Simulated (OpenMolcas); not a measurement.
## SnSe (SMILES [Se][Sn]): the dipole moment, rung by rung

SnSe has 2 atoms, charge 0, and is taken as a singlet. SMILES: `[Se][Sn]`. Geometry: relaxed at PBE0-D4/def2-TZVP.

```xyz
2

Se    0.0000    0.0000    0.0065
Sn    0.0000    0.0000    2.3318
```

Quantity: the dipole moment, in D. The values are calculated.

```json
{"level": "HF/def2-TZVP (core potential)", "kind": "Hartree–Fock", "program": "OpenMolcas", "value (D)": "3.89", "CPU time": "13 s"}
{"level": "SVWN5/def2-TZVP (core potential)", "kind": "LDA", "program": "OpenMolcas", "value (D)": "2.75", "CPU time": "18 s"}
{"level": "PBE/def2-TZVP (core potential)", "kind": "GGA", "program": "OpenMolcas", "value (D)": "2.79", "CPU time": "22 s"}
{"level": "revPBE/def2-TZVP (core potential)", "kind": "GGA", "program": "OpenMolcas", "value (D)": "2.81", "CPU time": "21 s"}
{"level": "TPSS/def2-TZVP (core potential)", "kind": "meta-GGA", "program": "OpenMolcas", "value (D)": "2.88", "CPU time": "27 s"}
{"level": "r2SCAN/def2-TZVP (core potential)", "kind": "meta-GGA", "program": "OpenMolcas", "value (D)": "2.94", "CPU time": "31 s"}
{"level": "B3LYP/def2-TZVP (core potential)", "kind": "global hybrid", "program": "OpenMolcas", "value (D)": "3.06", "CPU time": "24 s"}
{"level": "BHLYP/def2-TZVP (core potential)", "kind": "global hybrid", "program": "OpenMolcas", "value (D)": "3.43", "CPU time": "20 s"}
```

The values span 2.75 to 3.89 D. CPU times are rough (shared hosts, several kinds of processor): they show what a rung costs within a factor of a few.

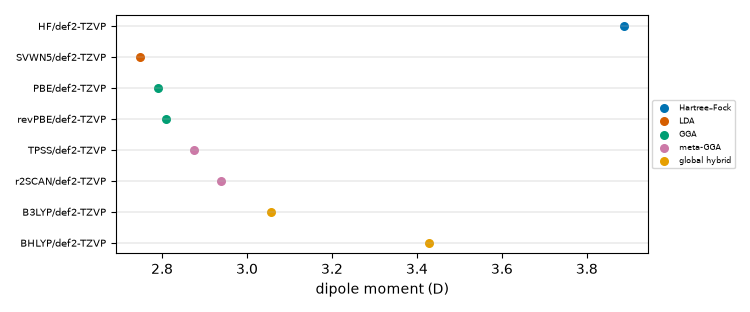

The values of the table, level by level.
